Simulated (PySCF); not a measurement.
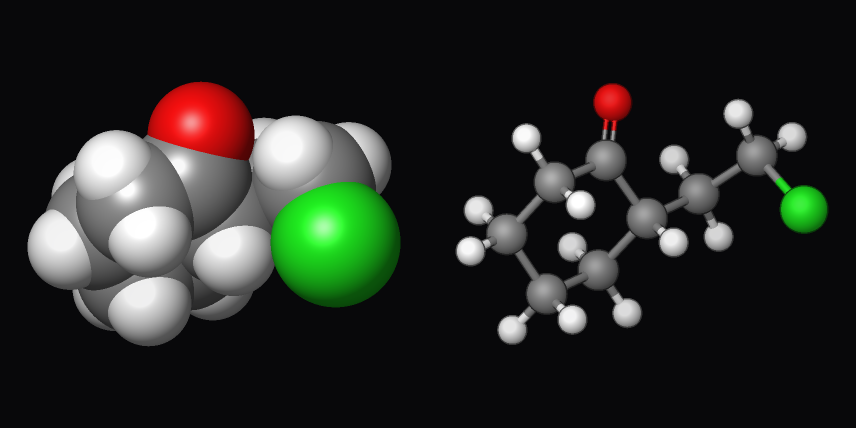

The same structure drawn twice, from different directions. Colours: oxygen red, carbon grey, chlorine green, hydrogen white.

The computed structure is the end point of a GFN2-xTB optimisation. No frequency run is at hand to confirm it as a minimum.

Give the formula.

Answer. C8H13ClO, 23 atoms: 8 carbon, 13 hydrogen, 1 chlorine and 1 oxygen.

Name functional groups in it.

Answer. Among them: ketone, C–Cl bond.

How many bonds of each kind are drawn?

Answer. 13 C–H, 8 C–C, 1 C–O, 1 C–Cl.

The parts below concern this one geometry. Atoms keep their numbers from picture to picture.

**Electronic properties**

No frequency run is at hand to confirm it as a minimum. Level of theory: PBE0/pcSseg-1, gas phase (PySCF 2.14.0).

Predict the main results.

- dipole moment: 2.77 D
- HOMO energy (Kohn–Sham orbital): −7.17 eV
- LUMO energy (Kohn–Sham orbital): −0.58 eV
- HOMO–LUMO gap: 6.59 eV

**NMR shielding**

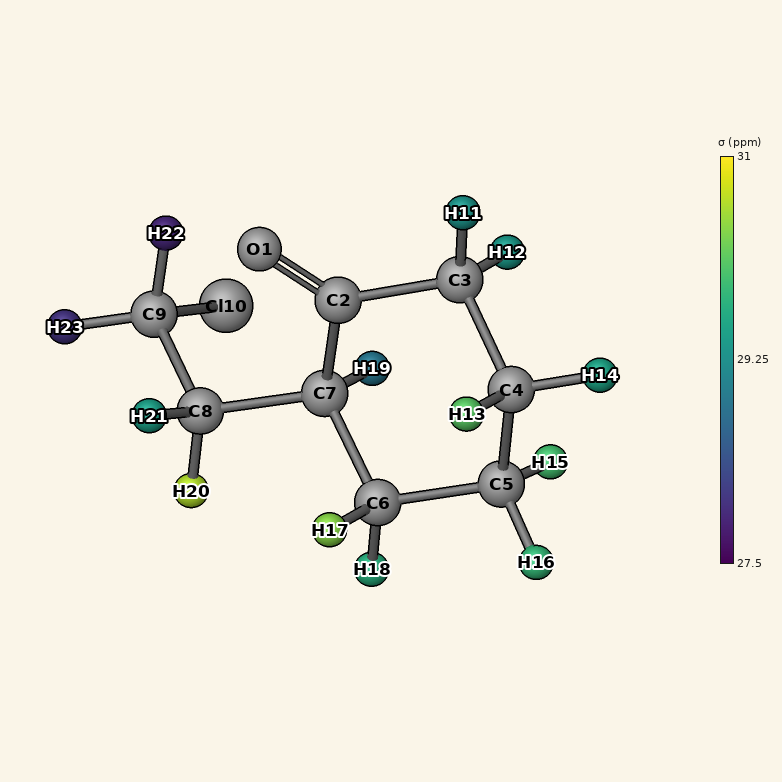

Atoms are coloured by their isotropic NMR shieldings (H only, the others grey). No frequency run is at hand to confirm it as a minimum. Properties computed with GIAO PBE0/pcSseg-1 NMR shielding, non-relativistic, gas phase (PySCF 2.14.0).

List the isotropic NMR shieldings of the H atoms.

| atom | σ (ppm) |
| --- | --- |
| H11 | 29.32 |
| H12 | 29.39 |
| H13 | 30.11 |
| H14 | 29.54 |
| H15 | 29.96 |
| H16 | 29.84 |
| H17 | 30.38 |
| H18 | 29.72 |
| H19 | 28.88 |
| H20 | 30.59 |
| H21 | 29.49 |
| H22 | 27.90 |
| H23 | 28.04 |

**Quadrupole coupling**

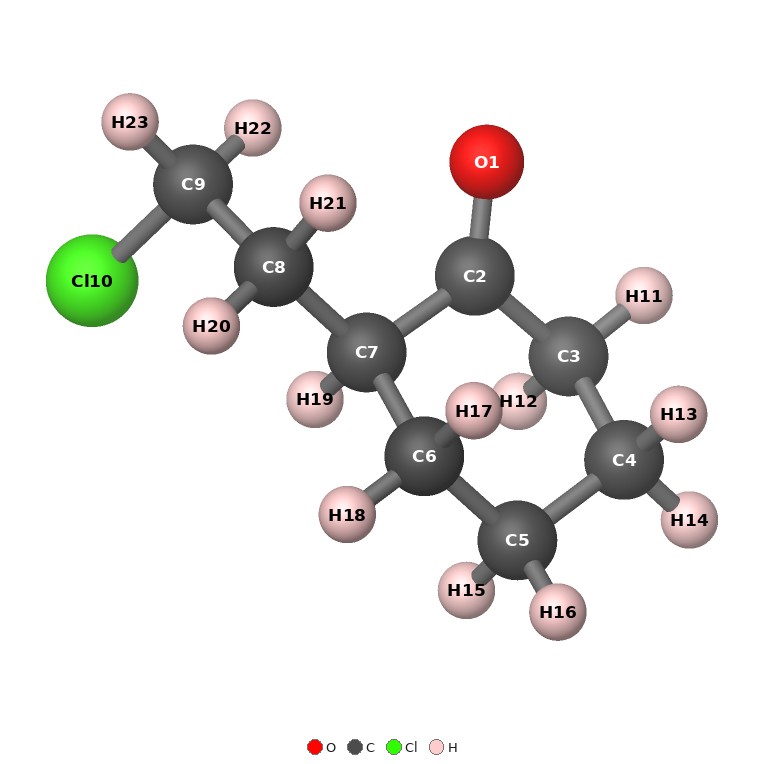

No frequency run is at hand to confirm it as a minimum. Electric field gradients from the ground-state density, PBE0/pcSseg-1 (PySCF 2.14.0), non-relativistic apart from any core potentials.

Give the largest field-gradient component, the quadrupole coupling constant and the asymmetry for 17O at O1 (Q = −25.6 mb), 35Cl at Cl10 (Q = −81.7 mb).

```tsv
atom	V_zz (a.u.)	e²qQ/h (MHz)	η
O1	−1.990	11.97	0.49
Cl10	3.784	−72.6	0.03
```

**Ring current**

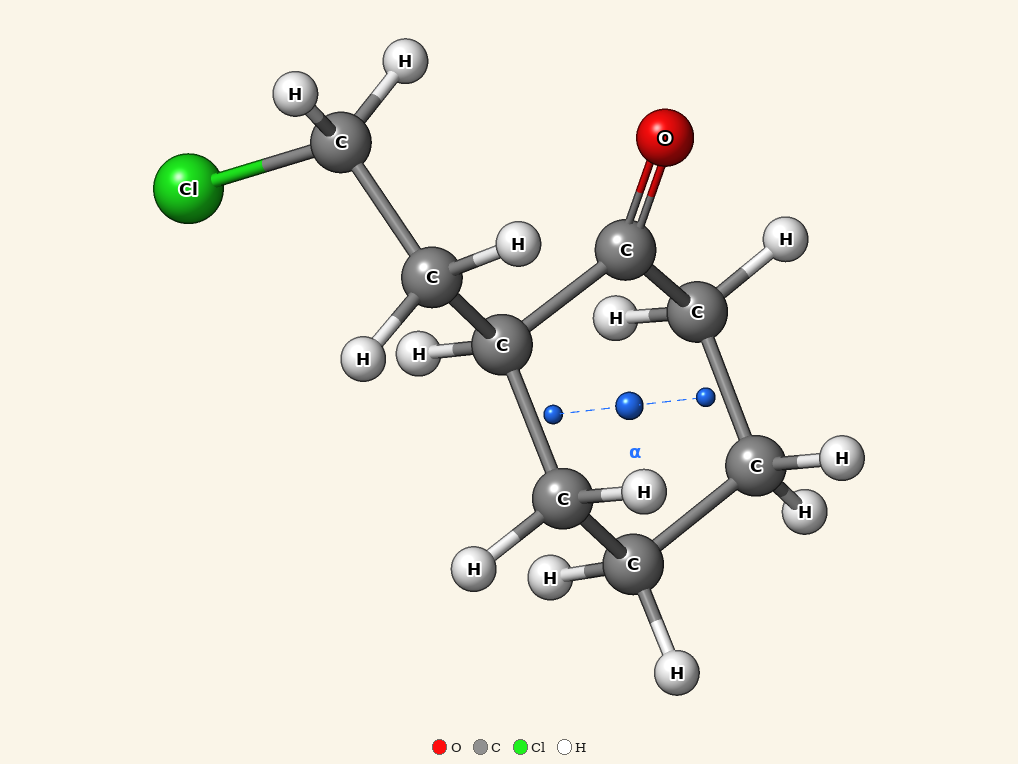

The small points mark where nucleus-independent chemical shifts (NICS) were computed: at the centre of each lettered ring and 1 Å above and below it. No frequency run is at hand to confirm it as a minimum. Properties computed with GIAO PBE0/pcSseg-1 NMR shielding, non-relativistic, gas phase (PySCF 2.14.0).

Give NICS(0), NICS(1) and the out-of-plane component NICS(1)zz for each ring (means of the two sides).

```
ring  members  NICS(0)  NICS(1)  NICS(1)zz
   α       C6     −0.9     −1.8        2.8
```

Values in ppm.

What do the values say about the ring currents?

Answer. Ring α: weak, as in a non-aromatic ring. NICS is one index among several.
